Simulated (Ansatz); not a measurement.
# Work function of Pb by crystal face

How much does the work function of Pb differ between its low-index faces, and does the functional change the order?

How it was computed: Ansatz 0.2.0, plane waves with PAW datasets (its set soft_2) at their recommended cutoffs; symmetric slabs of 7 layers (11 for bcc (111)) cut at the tabulated experimental lattice constant, atoms at bulk places, 18 Å of vacuum, k-spacing 0.16 Å⁻¹ (2π included), Fermi-Dirac smearing of 0.1 eV, SCF threshold 1e-9 eV; spin-polarised where the metal is Fe, Co or Ni. The work function is the vacuum level less the Fermi level; differences are formed before rounding.

What came out:

```
 face  atoms per nm²  LDA (eV)  PBEsol (eV)  r2SCAN (eV)  PBE (eV)  RPBE (eV)  PBE, relaxed (eV)
(111)            9.4      4.00         3.77         3.70      3.68       3.52               3.72
(100)            8.2      4.05         3.83         3.80      3.74       3.59               3.79
(110)            5.8      4.00         3.78         3.76      3.70       3.56               3.73
```

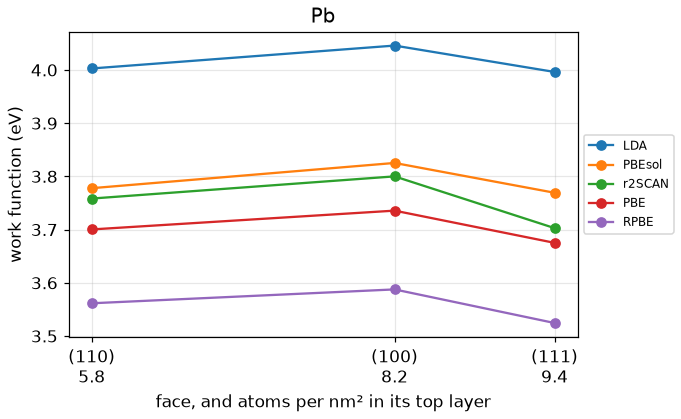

Work function against the density of the top layer.

**Answer.** With PBE the work function runs from 3.74 eV on (100) to 3.68 eV on (111). All faces lie within 0.08 eV of each other, too close for slabs of this thickness to order. LDA lies 0.30 to 0.32 eV above PBE. Relaxing all layers with PBE (forces under 0.01 eV/Å) moves the values by +0.03 to +0.06 eV.

What the numbers leave out: Slabs this thin leave size errors that can reach a tenth of an eV or more. The functionals share one unrelaxed geometry at the tabulated experimental lattice constant; the relaxed column keeps that in-plane lattice, which is not PBE's own. Spin-orbit coupling is left out.

[Logs are printed without paths, hosts, clocks, repeated set-up lines and the standing remarks that a program may print on its own settings, such as how far it seeks lower states.]
